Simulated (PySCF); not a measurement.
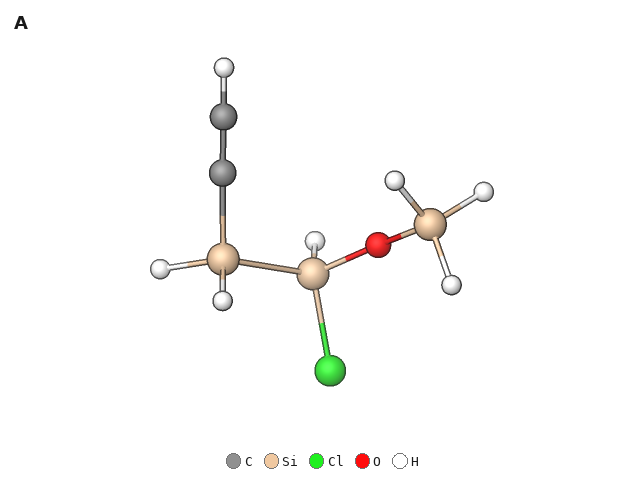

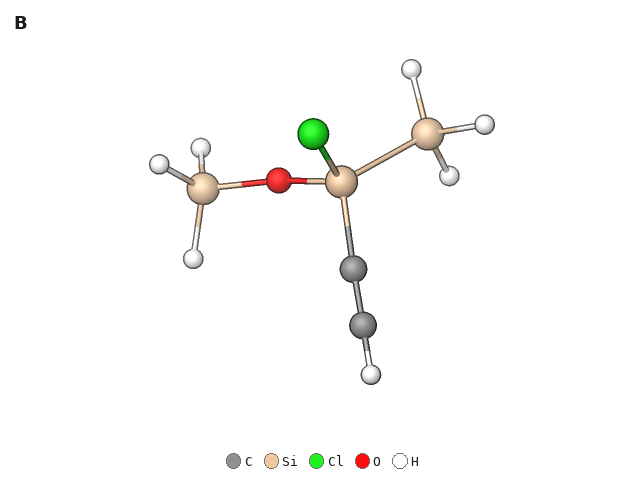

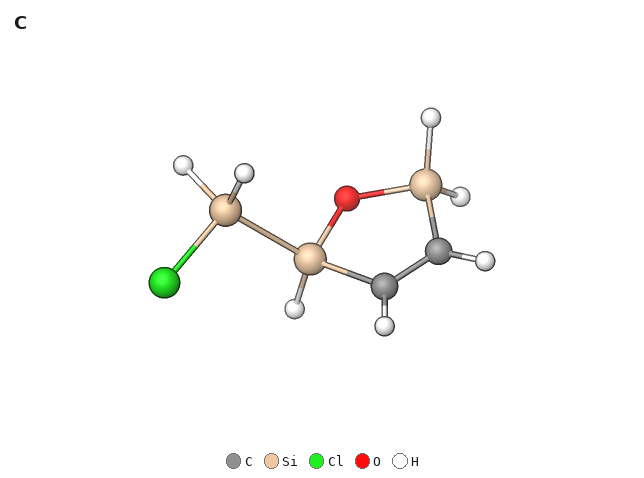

3 stationary structures of one formula. Geometries: GFN2-xTB. Electronic energies: B3LYP/def2-SVPD (PySCF 2.14.0), without zero-point energy. No frequency run is at hand to confirm each as a minimum. Each is one conformer, not always the lowest.

### Are they conformers, stereoisomers or constitutional isomers?

They are constitutional isomers of C2H7ClOSi3: A `C#C[SiH2][Si@H](Cl)O[SiH3]`, B `C#C[Si@]([SiH3])(Cl)O[SiH3]`, C `Cl[SiH2][Si@@H]1C=C[SiH2]O1`.

### Which is lowest in energy, and by how much?

C is lowest; B lies 24.2 kcal/mol above it, A lies 27.0 kcal/mol above it.

The geometry is semi-empirical. Around Si such bond lengths and angles can be off by a tenth of an ångström or more and by several degrees, and values that hang on the shape move with them.
